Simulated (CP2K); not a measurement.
# C2H6BFO (SMILES COB(C)F) at revPBE-D3(BJ)/TZV2P-MOLOPT-PBE-GTH (core potential)

What is the energy change on altering one bond length of C2H6BFO at revPBE-D3(BJ)/TZV2P-MOLOPT-PBE-GTH (core potential)? 

The calculation is run with CP2K 2026.2.

1 further run of the same task is left out (set aside as unsound or not needed).

## Step 1: The system as given

C2H6BFO has 11 atoms, charge 0, and is taken as a singlet. SMILES: `COB(C)F`. The coordinates come from a PBE0-D4/def2-TZVP relaxation. This is one conformer, not always the lowest.

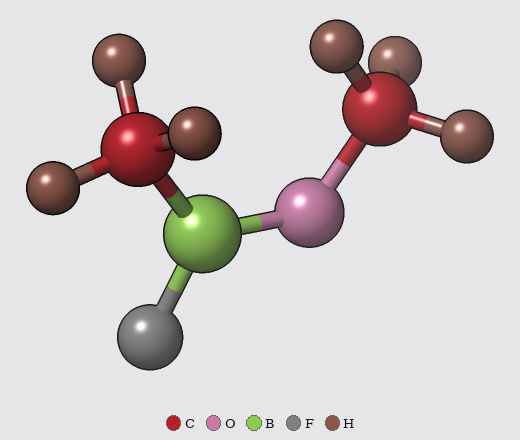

Viewed from a chosen angle; carbon red, oxygen pink, boron green, fluorine grey, hydrogen brown.

## Step 2: A single-point energy at revPBE-D3(BJ)/TZV2P-MOLOPT-PBE-GTH (core potential)

mol.inp reads:

```
&GLOBAL
 PROJECT_NAME mol
 RUN_TYPE ENERGY
 PRINT_LEVEL MEDIUM
&END GLOBAL

&FORCE_EVAL
 METHOD QS
 &DFT
  BASIS_SET_FILE_NAME BASIS_MOLOPT_UZH
  POTENTIAL_FILE_NAME POTENTIAL_UZH
  CHARGE 0
  MULTIPLICITY 1
  &QS
   METHOD GPW
   EPS_DEFAULT 1.0E-10
  &END QS
  &MGRID
   CUTOFF 400
   REL_CUTOFF 50
   NGRIDS 4
  &END MGRID
  # no periodic images
  &POISSON
   PERIODIC NONE
   POISSON_SOLVER MULTIPOLE
  &END POISSON
  &SCF
   SCF_GUESS ATOMIC
   EPS_SCF 1.0E-06
   MAX_SCF 80
   ADDED_MOS 10
   &DIAGONALIZATION
    ALGORITHM STANDARD
   &END DIAGONALIZATION
   &MIXING
    METHOD BROYDEN_MIXING
    ALPHA 0.3
    NBUFFER 8
   &END MIXING
  &END SCF
  &XC
   &XC_FUNCTIONAL
    &PBE
     PARAMETRIZATION REVPBE
    &END PBE
   &END XC_FUNCTIONAL
   &VDW_POTENTIAL
    POTENTIAL_TYPE PAIR_POTENTIAL
    &PAIR_POTENTIAL
     TYPE DFTD3(BJ)
     PARAMETER_FILE_NAME dftd3.dat
     REFERENCE_FUNCTIONAL revPBE
     R_CUTOFF 15
    &END PAIR_POTENTIAL
   &END VDW_POTENTIAL
  &END XC
  # extra output
  &PRINT
   &MOMENTS
    PERIODIC F
    REFERENCE COM
    MAX_MOMENT 1
   &END MOMENTS
   &MO ON
    ENERGIES T
    OCCUPATION_NUMBERS T
    NDIGITS 6
    &EACH
     QS_SCF 0
    &END EACH
    ADD_LAST NUMERIC
   &END MO
   &HIRSHFELD OFF
   &END HIRSHFELD
  &END PRINT
 &END DFT
 # structure
 &SUBSYS
  &CELL
   ABC [angstrom] 11.2 9.9 9.6
   PERIODIC NONE
  &END CELL
  &COORD
   C     -1.364400     0.711100     0.538500
   O     -0.241000     1.227800    -0.135300
   B      0.818600     0.482700    -0.508900
   C      0.993200    -1.057900    -0.270600
   F      1.779200     1.165200    -1.136000
   H     -1.458500     1.207100     1.506900
   H     -2.259100     0.924300    -0.050000
   H     -1.294000    -0.367700     0.698100
   H      0.947600    -1.307000     0.794000
   H      1.947400    -1.412800    -0.660100
   H      0.196300    -1.629800    -0.756000
  &END COORD
  &TOPOLOGY
   &CENTER_COORDINATES
   &END CENTER_COORDINATES
  &END TOPOLOGY
  &KIND C
   BASIS_SET TZV2P-MOLOPT-PBE-GTH-q4
   POTENTIAL GTH-PBE-q4
  &END KIND
  &KIND O
   BASIS_SET TZV2P-MOLOPT-PBE-GTH-q6
   POTENTIAL GTH-PBE-q6
  &END KIND
  &KIND B
   BASIS_SET TZV2P-MOLOPT-PBE-GTH-q3
   POTENTIAL GTH-PBE-q3
  &END KIND
  &KIND F
   BASIS_SET TZV2P-MOLOPT-PBE-GTH-q7
   POTENTIAL GTH-PBE-q7
  &END KIND
  &KIND H
   BASIS_SET TZV2P-MOLOPT-PBE-GTH-q1
   POTENTIAL GTH-PBE-q1
  &END KIND
 &END SUBSYS
&END FORCE_EVAL
```

On the command line:

```console
OMP_NUM_THREADS=1 cp2k.psmp mol.inp > mol.out
```

The program printed:

```text
CP2K| version string:                                       CP2K version 2026.2
[...]
 GLOBAL| Method name                                                        CP2K
[...]
 GLOBAL| Run type                                                         ENERGY
[...]
 DFT| Spin restricted Kohn-Sham (RKS) calculation                            RKS
 DFT| Multiplicity                                                             1
[...]
 DFT| Charge                                                                   0
[...]
 FUNCTIONAL| PBE:
[...]
 QS| Method:                                                                 GPW
[...]
 QS| Density cutoff [a.u.]:                                                200.0
[...]
 QS| Relative density cutoff [a.u.]:                                        25.0
[...]
                             - Atoms:                                         11
[...]
                             - Spherical basis functions:                    229
[...]
 Number of electrons:                                                         30
[...]
     1 NoMix/Diag. 0.30E+00    1.1     1.33926626       -57.7025706745 -5.77E+01
[...]
    23 Broy./Diag. 0.30E+00    1.3     0.00000095       -58.2315471562  1.84E-07
  *** SCF run converged in    23 steps ***
[...]
  Overlap energy of the core charge distribution:               0.00000375546230
  Self energy of the core charge distribution:               -147.05060147889029
  Core Hamiltonian energy:                                     43.71725385407289
  Hartree energy:                                              60.17557759135296
  Exchange-correlation energy:                                -15.05720127501411
  Dispersion energy:                                           -0.01657960321217
  Total energy:                                               -58.23154715622841
[...]
                     Mulliken Population Analysis
 #  Atom  Element  Kind  Atomic population                           Net charge
       1     C        1          3.643539                              0.356461
       2     O        2          6.522501                             -0.522501
       3     B        3          2.381016                              0.618984
       4     C        1          3.971689                              0.028311
       5     F        4          7.300152                             -0.300152
       6     H        5          0.995575                              0.004425
       7     H        5          0.995746                              0.004254
       8     H        5          1.073694                             -0.073694
       9     H        5          1.047322                             -0.047322
      10     H        5          1.022809                             -0.022809
      11     H        5          1.045957                             -0.045957
 # Total charge                             30.000000                 -0.000000
[...]
 ENERGY| Total FORCE_EVAL ( QS ) energy [hartree]            -58.231547156228409
[...]
```

It took 33 s on 1 thread of Arm Neoverse V2, shared host; peak memory 1.4 GiB.

## Step 3: The distorted shape at the same level

molecule.inp reads:

```
&GLOBAL
    PROJECT_NAME molecule
    RUN_TYPE ENERGY
    PRINT_LEVEL MEDIUM
&END GLOBAL
&FORCE_EVAL
    METHOD Quickstep
    &DFT
        BASIS_SET_FILE_NAME BASIS_MOLOPT_UZH
        POTENTIAL_FILE_NAME POTENTIAL_UZH
        &QS
            METHOD GPW
            EPS_DEFAULT 1.0E-10
        &END QS
        # plane-wave cutoff in Ry
        &MGRID
            CUTOFF 400
            REL_CUTOFF 50
            NGRIDS 4
        &END MGRID
        &POISSON
            PERIODIC NONE
            POISSON_SOLVER MULTIPOLE
        &END POISSON
        &SCF
            SCF_GUESS ATOMIC
            EPS_SCF 1.0E-06
            MAX_SCF 30
            &OT
                MINIMIZER CG
                PRECONDITIONER FULL_ALL
            &END OT
            &OUTER_SCF
                EPS_SCF 1.0E-06
                MAX_SCF 8
            &END OUTER_SCF
        &END SCF
        # exchange and correlation
        &XC
            &XC_FUNCTIONAL
                &PBE
                    PARAMETRIZATION REVPBE
                &END PBE
            &END XC_FUNCTIONAL
            &VDW_POTENTIAL
                POTENTIAL_TYPE PAIR_POTENTIAL
                &PAIR_POTENTIAL
                    TYPE DFTD3(BJ)
                    PARAMETER_FILE_NAME dftd3.dat
                    REFERENCE_FUNCTIONAL revPBE
                    R_CUTOFF 15
                &END PAIR_POTENTIAL
            &END VDW_POTENTIAL
        &END XC
        # extra output
        &PRINT
            &MOMENTS
                PERIODIC F
                REFERENCE COM
                MAX_MOMENT 1
            &END MOMENTS
            &MO_CUBES
                NLUMO 5
                NHOMO -1
                WRITE_CUBE F
            &END MO_CUBES
            &HIRSHFELD OFF
            &END HIRSHFELD
        &END PRINT
    &END DFT
    # structure
    &SUBSYS
        # vacuum box
        &CELL
            ABC 12.1 10.5 9.9
            PERIODIC NONE
        &END CELL
        &COORD
            C      4.417597     6.460150     5.452494
            O      5.540997     6.976850     4.778694
            B      7.448303     5.635650     4.106205
            C      7.622903     4.095050     4.344506
            F      8.408903     6.318150     3.479106
            H      4.323497     6.956150     6.420894
            H      3.522897     6.673350     4.863994
            H      4.487997     5.381350     5.612094
            H      7.577303     3.845950     5.409106
            H      8.577103     3.740150     3.955006
            H      6.826003     3.523150     3.859106
        &END COORD
        &KIND C
            BASIS_SET TZV2P-MOLOPT-PBE-GTH-q4
            POTENTIAL GTH-PBE-q4
        &END KIND
        &KIND O
            BASIS_SET TZV2P-MOLOPT-PBE-GTH-q6
            POTENTIAL GTH-PBE-q6
        &END KIND
        &KIND B
            BASIS_SET TZV2P-MOLOPT-PBE-GTH-q3
            POTENTIAL GTH-PBE-q3
        &END KIND
        &KIND F
            BASIS_SET TZV2P-MOLOPT-PBE-GTH-q7
            POTENTIAL GTH-PBE-q7
        &END KIND
        &KIND H
            BASIS_SET TZV2P-MOLOPT-PBE-GTH-q1
            POTENTIAL GTH-PBE-q1
        &END KIND
    &END SUBSYS
&END FORCE_EVAL
```

On the command line:

```console
OMP_NUM_THREADS=1 cp2k.psmp -i molecule.inp -o molecule.out
```

The program printed, cut to the lines that bear on the results:

```text
CP2K| version string:                                       CP2K version 2026.2
[...]
 GLOBAL| Method name                                                        CP2K
[...]
 GLOBAL| Run type                                                         ENERGY
[...]
 DFT| Spin restricted Kohn-Sham (RKS) calculation                            RKS
 DFT| Multiplicity                                                             1
[...]
 DFT| Charge                                                                   0
[...]
 FUNCTIONAL| PBE:
[...]
 QS| Method:                                                                 GPW
[...]
 QS| Density cutoff [a.u.]:                                                200.0
[...]
 QS| Relative density cutoff [a.u.]:                                        25.0
[...]
                             - Atoms:                                         11
[...]
                             - Spherical basis functions:                    229
[...]
 Number of electrons:                                                         30
[...]
     1 OT CG       0.15E+00    1.3     0.10232146       -55.8471696494 -5.58E+01
[...]
    24 OT CG       0.80E-01    1.4     0.00000072       -58.0722568740 -2.20E-10
  *** SCF run converged in    24 steps ***
[...]
  Overlap energy of the core charge distribution:               0.00000267246667
  Self energy of the core charge distribution:               -147.05060147889029
  Core Hamiltonian energy:                                     43.03059807897107
  Hartree energy:                                              60.77924960791638
  Exchange-correlation energy:                                -14.81716508764830
  Dispersion energy:                                           -0.01434066676648
  Total energy:                                               -58.07225687395094
[...]
                     Mulliken Population Analysis
 #  Atom  Element  Kind  Atomic population                           Net charge
       1     C        1          3.672850                              0.327150
       2     O        2          6.621490                             -0.621490
       3     B        3          2.452128                              0.547872
[...]
 HOMO - LUMO gap [eV] :    1.680392
 ENERGY| Total FORCE_EVAL ( QS ) energy [hartree]            -58.072256873950941
[...]
```

Wall time 56 s (1 thread of Arm Neoverse V2, shared host); peak memory 0.94 GiB.

## Step 4: What came out

At revPBE-D3(BJ)/TZV2P-MOLOPT-PBE-GTH (core potential):

```
                                                         quantity          value
                                        first shape: total energy   -58.23155 Eh
                                       first shape: dipole moment         2.69 D
                                         first shape: HOMO energy       -7.38 eV
                                         first shape: LUMO energy        0.08 eV
                                       first shape: HOMO–LUMO gap        7.47 eV
                                   first shape: dispersion energy  -43.53 kJ/mol
                                    distorted shape: total energy   -58.07226 Eh
                                   distorted shape: dipole moment         4.05 D
                                     distorted shape: HOMO energy       -4.76 eV
                                     distorted shape: LUMO energy       -3.08 eV
                                   distorted shape: HOMO–LUMO gap        1.68 eV
                               distorted shape: dispersion energy  -37.65 kJ/mol
energy change with the O2–B3 bond stretched from 1.348 to 2.427 Å       4.335 eV
```

With the O2–B3 bond stretched from 1.348 to 2.427 Å the energy rises by 4.33 eV (418 kJ/mol). The first shape isn't relaxed at this level, so the change isn't measured from a minimum. A restricted reference can't describe the breaking bond well at this length.
